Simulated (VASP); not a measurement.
# A VASP study of LiCaSc (LDA): structure first, properties next, part 2 of 4

Wanted: the relaxed cell of LiCaSc and its properties. The cell is invented: other elements were put on sites of a known structure type. It may not be a known or stable phase. The atoms of the start are displaced at random from the sites of a P-6m2 cell.

VASP 6.6.1; LDA; plane waves and PAW (Li_sv, Ca_sv, Sc_sv); invented cell.

Still holding for the runs below: The k-mesh is coarse for a metal.

So far. Step 2 (Relaxing cell and atoms (LDA)): It ends with a largest force of 0.008 eV/Å and a pressure of 0.03 GPa.

### 3. Second relaxation

A relaxation keeps the plane waves of the cell it began with, so it is repeated from the new cell, on a basis made for it. The mesh changes with the cell too.

File INCAR:

```
SYSTEM = LiCaSc
PREC = Accurate
ENCUT = 650
EDIFF = 1E-06
NELM = 100
ISMEAR = 1
SIGMA = 0.2
LREAL = .FALSE.
ALGO = Normal
GGA = CA
LORBIT = 11
LWAVE = .FALSE.
LCHARG = .FALSE.
IBRION = 2
NSW = 60
ISIF = 3
EDIFFG = -0.01
```

File POSCAR:

```
LiCaSc
1.0
    2.9886786700      0.0000000000      0.0000000000
    0.0000000000      2.6848365500      4.6444660800
    0.0000000000     -2.6848365500      4.6444660800
Li Ca Sc
1 1 1
Direct
    0.5000000000      0.9972952240      0.9972952240
    0.0000000000      0.6632535740      0.6632535740
    0.0000000000      0.3297559190      0.3297559190
```

File KPOINTS:

```
Automatic mesh
0
Gamma
8 5 5
0 0 0
```

PAW data sets: Li_sv, Ca_sv and Sc_sv (LDA family, release 64).

The cell reached was symmetrised within 0.01 Å before this step, which raises the operations from 1 to 4, which the run then keeps.

Started as:

```bash
$ mpirun -np 1 vasp_std
```

What it wrote:

```text
[... set-up lines as in an earlier step ...]
 entering main loop
       N       E                     dE             d eps       ncg     rms          rms(c)
DAV:   1     0.328611808942E+03    0.32861E+03   -0.13426E+04  1440   0.177E+03
DAV:   2     0.971573085432E+01   -0.31890E+03   -0.31631E+03  1744   0.523E+02
DAV:   3    -0.883936470047E+01   -0.18555E+02   -0.18274E+02  2576   0.134E+02
DAV:   4    -0.114699654162E+02   -0.26306E+01   -0.26225E+01  2520   0.289E+01
DAV:   5    -0.117247058312E+02   -0.25474E+00   -0.25464E+00  2136   0.971E+00    0.631E+00
DAV:   6    -0.102640193372E+02    0.14607E+01   -0.21201E+01  2200   0.273E+01    0.396E+00
DAV:   7    -0.993067310618E+01    0.33335E+00   -0.35327E+00  2568   0.129E+01    0.186E+00
DAV:   8    -0.990091933463E+01    0.29754E-01   -0.10139E+00  2112   0.763E+00    0.126E+00
DAV:   9    -0.986308274162E+01    0.37837E-01   -0.39963E-01  2128   0.454E+00    0.259E-01
DAV:  10    -0.986161724287E+01    0.14655E-02   -0.18381E-02  2464   0.864E-01    0.774E-02
DAV:  11    -0.986160130314E+01    0.15940E-04   -0.31852E-03  2152   0.376E-01    0.719E-02
DAV:  12    -0.986147622858E+01    0.12507E-03   -0.87527E-04  2032   0.219E-01    0.112E-02
DAV:  13    -0.986147729405E+01   -0.10655E-05   -0.18596E-05  2600   0.302E-02    0.428E-03
DAV:  14    -0.986147701120E+01    0.28284E-06   -0.12310E-06  1104   0.875E-03
   1 F= -.98614770E+01 E0= -.98608349E+01  d E =-.986148E+01
 curvature:   0.00 expect dE= 0.000E+00 dE for cont linesearch  0.000E+00
 trial: gam= 0.00000 g(F)=  0.508E-05 g(S)=  0.475E-02 ort = 0.000E+00 (trialstep = 0.100E+01)
 search vector abs. value=  0.475E-02
 bond charge predicted
       N       E                     dE             d eps       ncg     rms          rms(c)
DAV:   1    -0.991220022951E+01   -0.50723E-01   -0.12028E+00  2176   0.166E+01    0.142E+00
DAV:   2    -0.988678218686E+01    0.25418E-01   -0.61210E-01  2440   0.634E+00    0.853E-01
DAV:   3    -0.986612025201E+01    0.20662E-01   -0.16736E-01  2200   0.228E+00    0.344E-01
DAV:   4    -0.986459409047E+01    0.15262E-02   -0.13125E-02  2664   0.943E-01    0.121E-01
DAV:   5    -0.986474138837E+01   -0.14730E-03   -0.12260E-03  2000   0.215E-01    0.730E-02
DAV:   6    -0.986487990878E+01   -0.13852E-03   -0.47469E-04  2696   0.124E-01    0.258E-02
DAV:   7    -0.986488862765E+01   -0.87189E-05   -0.39496E-05  1880   0.425E-02    0.982E-03
DAV:   8    -0.986488892013E+01   -0.29248E-06   -0.36115E-06  1720   0.142E-02
   2 F= -.98648889E+01 E0= -.98645966E+01  d E =-.341191E-02
 trial-energy change:   -0.003412  1 .order   -0.003431   -0.004751   -0.002110
 step:   1.8671(harm=  1.7986)  dis= 0.00050  next Energy=    -9.865791 (dE=-0.431E-02)
 bond charge predicted
       N       E                     dE             d eps       ncg     rms          rms(c)
DAV:   1    -0.990104069979E+01   -0.36152E-01   -0.89661E-01  2176   0.143E+01    0.122E+00
DAV:   2    -0.988237858251E+01    0.18662E-01   -0.46034E-01  2408   0.545E+00    0.745E-01
DAV:   3    -0.986668071325E+01    0.15698E-01   -0.12889E-01  2224   0.200E+00    0.299E-01
DAV:   4    -0.986551193833E+01    0.11688E-02   -0.98551E-03  2656   0.821E-01    0.103E-01
DAV:   5    -0.986562212045E+01   -0.11018E-03   -0.95681E-04  1984   0.191E-01    0.618E-02
DAV:   6    -0.986572457359E+01   -0.10245E-03   -0.36927E-04  2728   0.108E-01    0.235E-02
DAV:   7    -0.986573058984E+01   -0.60162E-05   -0.26171E-05  1808   0.365E-02    0.831E-03
DAV:   8    -0.986573079925E+01   -0.20942E-06   -0.28069E-06  1688   0.126E-02
   3 F= -.98657308E+01 E0= -.98656885E+01  d E =-.425379E-02
 curvature:  -0.89 expect dE=-0.111E-04 dE for cont linesearch -0.458E-05
 trial: gam= 0.00000 g(F)=  0.266E-05 g(S)=  0.981E-05 ort =-0.156E-03 (trialstep = 0.117E+01)
 search vector abs. value=  0.125E-04
 reached required accuracy - stopping structural energy minimisation
```

Elapsed: 2.8 min, on 1 MPI rank of Intel Xeon Platinum 8375C at 2.90GHz (Ice Lake), shared host; peak memory 0.26 GiB.

Parts of OUTCAR (step 3):

```text
  LATTYP: Found a base centered orthorhombic cell.
 ALAT       =     5.3696731000
 B/A-ratio  =     1.7298878325
 C/A-ratio  =     0.5565848450

 Subroutine GETGRP returns: Found  4 space group operations
 (whereof  4 operations were pure point group operations)

The static configuration has the point symmetry C_2v.

 Found     45 irreducible k-points:

   k-points           NKPTS =     45   k-points in BZ     NKDIM =     45   number of bands    NBANDS=     16

   dimension x,y,z NGX =    28 NGY =   48 NGZ =   48
   dimension x,y,z NGXF=    56 NGYF=   96 NGZF=   96

   ENCUT  =  650.0 eV  47.77 Ry    6.91 a.u.   6.21 11.15 11.15*2*pi/ulx,y,z

   NELECT =      24.0000    total number of electrons

 E-fermi :   2.4098

 k-point     1 :       0.0000    0.0000    0.0000
  band No.  band energies     occupation
    ...
      9     -19.3346      2.00000
     10      -1.8877      2.00000
     11       2.1375      2.06613
     12       2.1448      2.06821
     13       2.1726      2.07043
     14       3.1422     -0.00000
     15       3.1450     -0.00000
     16       3.2264     -0.00000

 k-point     2 :       0.1250    0.0000    0.0000
  band No.  band energies     occupation
    ...
      9     -19.4689      2.00000
     10      -1.5931      2.00000
     11       2.2894      1.84211
     12       2.2963      1.80991
     13       2.4714      0.50565
     14       3.0592     -0.00004
     15       3.0608     -0.00004
     16       3.6919     -0.00000

  Total       -0.0166527     -0.0109722     -0.0145761      0.0000000      0.0000000      0.0000000
  in kB       -0.3497612     -0.2304517     -0.3061457      0.0000000      0.0000000      0.0000000
  external PRESSURE =      -0.2954529 kB  Pullay stress =       0.0000000 kB

  energy-cutoff  :      650.00
  volume of cell :       76.28
      direct lattice vectors                 reciprocal lattice vectors
     2.989383033  0.000000000  0.000000000     0.334517186  0.000000000  0.000000000
     0.000000000  2.716052508  4.697590484     0.000000000  0.184090697  0.106437545
     0.000000000 -2.716052508  4.697590484     0.000000000 -0.184090697  0.106437545

 POSITION                                       TOTAL-FORCE (eV/Angst)
 -----------------------------------------------------------------------------------
      1.49469      0.00000      9.36902         0.000000      0.000000     -0.005960
      0.00000      0.00000      6.23189         0.000000      0.000000      0.003965
      0.00000      0.00000      3.09836         0.000000      0.000000      0.001995
 -----------------------------------------------------------------------------------
    total drift:                               -0.000000     -0.000000     -0.000062

  FREE ENERGIE OF THE ION-ELECTRON SYSTEM (eV)
  ---------------------------------------------------
  free  energy   TOTEN  =        -9.8657307993 eV

  energy  without entropy=       -9.8656038952  energy(sigma->0) =       -9.86568850

 total charge
# of ion       s       p       d       tot
------------------------------------------
    1        2.030   0.056   0.000   2.086
    2        2.100   5.821   0.305   8.226
    3        2.291   6.057   1.047   9.395
--------------------------------------------------
tot          6.421  11.934   1.353  19.708

[... 1 part as in an earlier step ...]

[... 7 further parts left out ...]
```

The run keeps the 4 symmetry operations of its start, so it cannot find a distortion of lower symmetry.

Relaxation path:

| step | energy less that of the first step (eV) | largest force (eV/Å) | pressure (GPa) | volume (Å³) |
| --- | --- | --- | --- | --- |
| 1 | 0.0000 | 0.0082 | 0.56 | 74.54 |
| 2 | -0.0034 | 0.0070 | 0.24 | 75.47 |
| 3 | -0.0043 | 0.0060 | -0.03 | 76.28 |

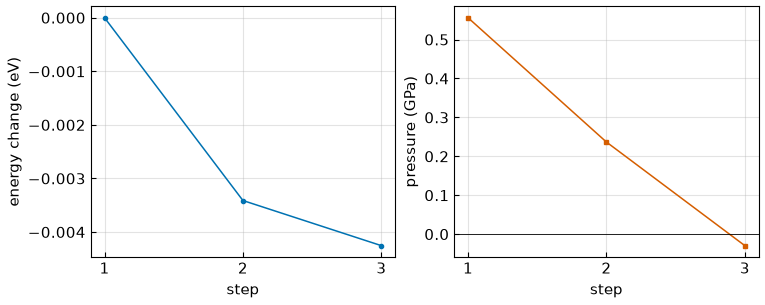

Energy and pressure along the relaxation.

| conventional cell, symmetrised | before | after | change |
| --- | --- | --- | --- |
| a (Å) | 2.989 | 2.989 | +0.0 % |
| b (Å) | 5.370 | 5.432 | +1.2 % |
| c (Å) | 9.289 | 9.395 | +1.1 % |
| volume (Å³/atom) | 24.85 | 25.43 | +2.3 % |

Final coordinates:

```xyz
3
Lattice="2.9894 0.0000 0.0000 0.0000 2.7161 4.6976 0.0000 -2.7161 4.6976" Properties=species:S:1:pos:R:3 pbc="T T T"
Li    1.4947    0.0000    9.3690
Ca    0.0000    0.0000    6.2319
Sc    0.0000    0.0000    3.0984
```

Numbers from this step:

* irreducible k-points: 45
* symmetry operations: 4
* free energy (TOTEN): -9.866 eV
* Fermi energy: 2.410 eV
* pressure: -0.02955 GPa
* SCF cycles over all ionic steps: 30

It ends with a largest force of 0.006 eV/Å and a pressure of -0.03 GPa.

### 4. Single point with fields (LDA)

The relaxed cell gets a fresh self-consistent run, on a basis set for its own volume, to fix the density and to check the remaining stress.

Changes to INCAR since step 3:

```diff
@@ -12,6 +12,5 @@
 LWAVE = .FALSE.
-LCHARG = .FALSE.
-IBRION = 2
-NSW = 60
-ISIF = 3
-EDIFFG = -0.01
+LCHARG = .TRUE.
+ISIF = 2
+LELF = .TRUE.
+LVHAR = .TRUE.
```

File POSCAR:

```
LiCaSc
1.0
    2.9893830329      0.0000000000      0.0000000000
    0.0000000000      2.7160525077      4.6975904837
    0.0000000000     -2.7160525077      4.6975904837
Li Ca Sc
1 1 1
Direct
    0.5000000000      0.9972157744      0.9972157744
    0.0000000000      0.6633069063      0.6633069063
    0.0000000000      0.3297820362      0.3297820362
```

KPOINTS is that of step 3.

Started as:

```bash
$ mpirun -np 1 vasp_std
```

What it wrote:

```text
[... set-up lines as in an earlier step ...]
 entering main loop
       N       E                     dE             d eps       ncg     rms          rms(c)
DAV:   1     0.328987531831E+03    0.32899E+03   -0.13397E+04  1440   0.176E+03
DAV:   2     0.849975158984E+01   -0.32049E+03   -0.31795E+03  1880   0.526E+02
DAV:   3    -0.906408477523E+01   -0.17564E+02   -0.17427E+02  2536   0.133E+02
DAV:   4    -0.115056738457E+02   -0.24416E+01   -0.24359E+01  2520   0.276E+01
DAV:   5    -0.117309959457E+02   -0.22532E+00   -0.22522E+00  2128   0.919E+00    0.628E+00
DAV:   6    -0.103105843957E+02    0.14204E+01   -0.22128E+01  2192   0.270E+01    0.415E+00
DAV:   7    -0.993844759043E+01    0.37214E+00   -0.38955E+00  2520   0.134E+01    0.190E+00
DAV:   8    -0.989933783927E+01    0.39110E-01   -0.94930E-01  2112   0.744E+00    0.115E+00
DAV:   9    -0.986793112331E+01    0.31407E-01   -0.33739E-01  2144   0.411E+00    0.256E-01
DAV:  10    -0.986667811146E+01    0.12530E-02   -0.21106E-02  2504   0.904E-01    0.982E-02
DAV:  11    -0.986652382220E+01    0.15429E-03   -0.53682E-03  2144   0.461E-01    0.752E-02
DAV:  12    -0.986638625574E+01    0.13757E-03   -0.10777E-03  2088   0.238E-01    0.116E-02
DAV:  13    -0.986638734073E+01   -0.10850E-05   -0.17945E-05  2432   0.320E-02    0.376E-03
DAV:  14    -0.986638707537E+01    0.26536E-06   -0.10347E-06  1408   0.818E-03
   1 F= -.98663871E+01 E0= -.98663456E+01  d E =-.124399E-03
```

Elapsed: 71 s, on 1 MPI rank; peak memory 0.26 GiB.

From OUTCAR (step 4):

```text
  LATTYP: Found a base centered orthorhombic cell.
 ALAT       =     5.4321050154
 B/A-ratio  =     1.7295654154
 C/A-ratio  =     0.5503176070

The static configuration has the point symmetry C_2v.

 Found     45 irreducible k-points:

   ENCUT  =  650.0 eV  47.77 Ry    6.91 a.u.   6.21 11.28 11.28*2*pi/ulx,y,z

   NELECT =      24.0000    total number of electrons

 E-fermi :   2.4098

 k-point     1 :       0.0000    0.0000    0.0000
  band No.  band energies     occupation
    ...
      9     -19.3354      2.00000
     10      -1.8879      2.00000
     11       2.1374      2.06615
     12       2.1448      2.06822
     13       2.1724      2.07044
     14       3.1421     -0.00000
     15       3.1448     -0.00000
     16       3.2259     -0.00000

 k-point     2 :       0.1250    0.0000    0.0000
  band No.  band energies     occupation
    ...
      9     -19.4696      2.00000
     10      -1.5932      2.00000
     11       2.2893      1.84188
     12       2.2963      1.80966
     13       2.4712      0.50620
     14       3.0591     -0.00004
     15       3.0606     -0.00004
     16       3.6915     -0.00000

  Total       -0.0171439     -0.0080558     -0.0116390      0.0000000      0.0000000      0.0000000
  in kB       -0.3600775     -0.1691969     -0.2444573      0.0000000      0.0000000      0.0000000
  external PRESSURE =      -0.2579105 kB  Pullay stress =       0.0000000 kB

 POSITION                                       TOTAL-FORCE (eV/Angst)
 -----------------------------------------------------------------------------------
      1.49469      0.00000      9.36902         0.000000      0.000000     -0.005954
      0.00000      0.00000      6.23189         0.000000      0.000000      0.003943
      0.00000      0.00000      3.09836         0.000000      0.000000      0.002011
 -----------------------------------------------------------------------------------
    total drift:                               -0.000000     -0.000000     -0.000016

  FREE ENERGIE OF THE ION-ELECTRON SYSTEM (eV)
  ---------------------------------------------------
  free  energy   TOTEN  =        -9.8663870754 eV

  energy  without entropy=       -9.8662626760  energy(sigma->0) =       -9.86634561

[... 5 parts as in an earlier step ...]

[... 7 further parts left out ...]
```

This step gave:

* SCF cycles: 14
* pressure: -0.02579 GPa

Valence electrons inside each PAW sphere by angular momentum. Sphere charges, by row:

| atom | s (e) | p (e) | d (e) | tot (e) |
| --- | --- | --- | --- | --- |
| Li1 | 2.03 | 0.056 | 0 | 2.086 |
| Ca2 | 2.1 | 5.821 | 0.305 | 8.226 |
| Sc3 | 2.291 | 6.057 | 1.047 | 9.395 |

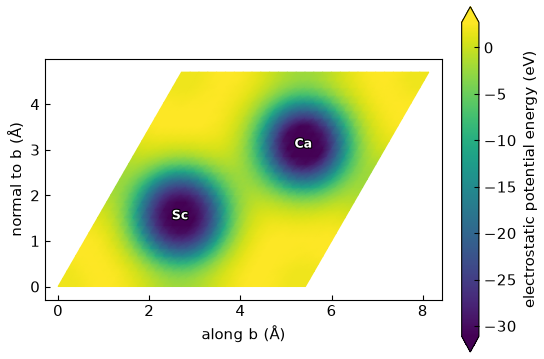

Electrostatic potential energy in the bc plane at fractional x = 0.000, with atoms of Ca and Sc within 0.2 Å of it. With pseudopotentials it is smooth inside the atoms' cores, unlike the true potential.

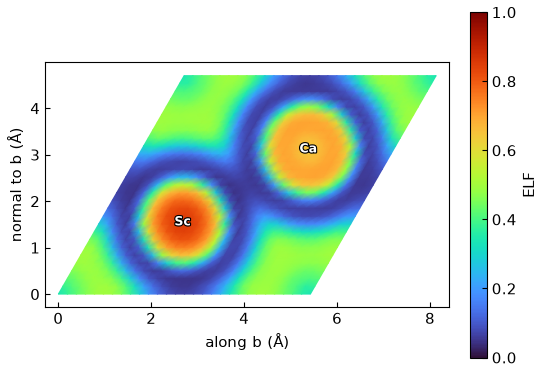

ELF in the bc plane at fractional x = 0.000, with atoms of Ca and Sc within 0.2 Å of it. It is the smooth field of the valence electrons, not physical close to the nuclei.

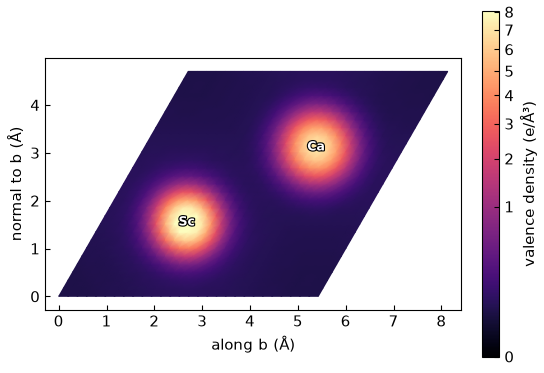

Valence density in the bc plane at fractional x = 0.000, with atoms of Ca and Sc within 0.2 Å of it. It is the smooth field of the valence electrons, not physical close to the nuclei. The colour scale is stretched toward low values.

In this run the pressure is -0.03 GPa, small enough to go on.

### 5. Bands along the symmetry lines (LDA)

The mesh alone shows little of the dispersion and can miss band extrema, so KPOINTS_OPT adds a path through the symmetry points after the self-consistent cycle.

Changes to INCAR since step 4:

```diff
@@ -12,5 +12,2 @@
 LWAVE = .FALSE.
-LCHARG = .TRUE.
-ISIF = 2
-LELF = .TRUE.
-LVHAR = .TRUE.
+LCHARG = .FALSE.
```

POSCAR is that of step 4.

KPOINTS is that of step 4.

File KPOINTS_OPT:

```
Line mode
16
Line-mode
Reciprocal
  0.00000000   0.00000000   0.00000000 GAMMA
  0.00000000   0.33357301  -0.33357301 X

  0.00000000   0.33357301  -0.33357301 X
  0.00000000   0.00000000  -0.50000000 S

  0.00000000   0.00000000  -0.50000000 S
 -0.50000000   0.00000000  -0.50000000 R

 -0.50000000   0.00000000  -0.50000000 R
 -0.50000000   0.33357301  -0.33357301 A

 -0.50000000   0.33357301  -0.33357301 A
 -0.50000000   0.00000000   0.00000000 Z

 -0.50000000   0.00000000   0.00000000 Z
  0.00000000   0.00000000   0.00000000 GAMMA

  0.00000000   0.00000000   0.00000000 GAMMA
  0.00000000  -0.50000000  -0.50000000 Y

  0.00000000  -0.50000000  -0.50000000 Y
  0.00000000  -0.33357301  -0.66642699 X1

  0.00000000  -0.33357301  -0.66642699 X1
 -0.50000000  -0.33357301  -0.66642699 A1

 -0.50000000  -0.33357301  -0.66642699 A1
 -0.50000000  -0.50000000  -0.50000000 T

 -0.50000000  -0.50000000  -0.50000000 T
  0.00000000  -0.50000000  -0.50000000 Y

 -0.50000000   0.00000000   0.00000000 Z
 -0.50000000  -0.50000000  -0.50000000 T
```

Started as:

```bash
$ mpirun -np 1 vasp_std
```

What it wrote:

```text
[... set-up lines as in an earlier step ...]
 entering main loop
       N       E                     dE             d eps       ncg     rms          rms(c)
[... 14 cycles as in an earlier step ...]
   1 F= -.98663871E+01 E0= -.98663456E+01  d E =-.124399E-03
 Start KPOINTS_OPT (optional k-point list driver)
k-point batch [1-45\192]
       N       E                     dE             ncg
DAV:   1    -0.824395172510E+04   -0.28308E+05     1440
DAV:   2    -0.225717205934E+05   -0.14328E+05     1624
DAV:   3    -0.234572230379E+05   -0.88550E+03     2552
DAV:   4    -0.235822113507E+05   -0.12499E+03     2560
DAV:   5    -0.235923437686E+05   -0.10132E+02     2088
DAV:   6    -0.235930774283E+05   -0.73366E+00     2352
DAV:   7    -0.235930857911E+05   -0.83628E-02     2168
DAV:   8    -0.235930860331E+05   -0.24198E-03     2304
DAV:   9    -0.235930860384E+05   -0.53819E-05     1824
DAV:  10    -0.235930860388E+05   -0.33209E-06     1424
[...]
k-point batch [181-192\192]
       N       E                     dE             ncg
DAV:   1     0.281037662073E+05   -0.14867E+05      384
DAV:   2     0.243124574142E+05   -0.37913E+04      448
DAV:   3     0.240996933527E+05   -0.21276E+03      664
DAV:   4     0.240693449270E+05   -0.30348E+02      696
DAV:   5     0.240662985547E+05   -0.30464E+01      568
DAV:   6     0.240659945385E+05   -0.30402E+00      672
DAV:   7     0.240659904671E+05   -0.40715E-02      544
DAV:   8     0.240659902608E+05   -0.20624E-03      672
DAV:   9     0.240659902562E+05   -0.46351E-05      536
DAV:  10     0.240659902560E+05   -0.22723E-06      448
```

Wall time 3.9 min (1 MPI rank); peak memory 0.3 GiB.

OUTCAR, selected parts (step 5):

```text
   NELECT =      24.0000    total number of electrons

 E-fermi :   2.4098

[... 20 parts as in an earlier step ...]

[... 2 further parts left out ...]
```

Within 0.02 Å the cell has space group P-6m2; at a tight tolerance a small distortion makes it Amm2.

The electronic bands at the labelled points (eV, zero at the Fermi level; # counts the bands kept):

| point | #1 | #2 | #3 | #4 | #5 |
| --- | --- | --- | --- | --- | --- |
| Γ | -4.30 | -0.27 | -0.27 | -0.24 | 0.73 |
| X | -2.54 | -2.11 | -1.73 | 0.24 | 0.45 |
| S | -2.97 | -2.19 | -0.76 | 0.24 | 0.26 |
| R | -0.76 | -0.71 | 0.08 | 0.25 | 0.66 |
| A | -0.97 | -0.44 | -0.10 | 0.15 | 0.94 |
| Z | -1.18 | -0.25 | -0.25 | 0.19 | 1.38 |
| Γ | -4.30 | -0.27 | -0.27 | -0.24 | 0.73 |
| Y | -2.97 | -2.19 | -0.76 | 0.24 | 0.26 |
| X1 | -2.54 | -2.11 | -1.73 | 0.24 | 0.45 |
| A1 | -0.97 | -0.44 | -0.10 | 0.15 | 0.94 |
| T | -0.76 | -0.72 | 0.09 | 0.26 | 0.65 |
| Y | -2.97 | -2.19 | -0.76 | 0.24 | 0.26 |
| jump to Z | -1.18 | -0.25 | -0.25 | 0.19 | 1.38 |
| T | -0.76 | -0.72 | 0.09 | 0.26 | 0.65 |

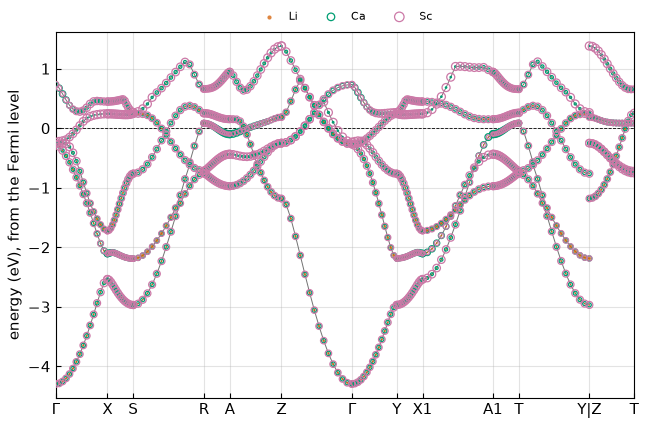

Electronic bands along the path; dots are coloured as in the legend, and their area grows with the weight.

There is no gap at this level.

(Continued in part 3 of 4.)

[Lines on the potential files, build, host, timing and source positions are cut from VASP's logs without a mark.]

[Logs are printed without paths, hosts, clocks, repeated set-up lines and the standing remarks that a program may print on its own settings, such as how far it seeks lower states.]

[Hosts, paths, dates, database ids (printed as entryN), source tags and the programs' standing remarks are cut or masked in the printed files.]

[A measured line is paired with the nearest computed mode of its activity, which favours agreement.]
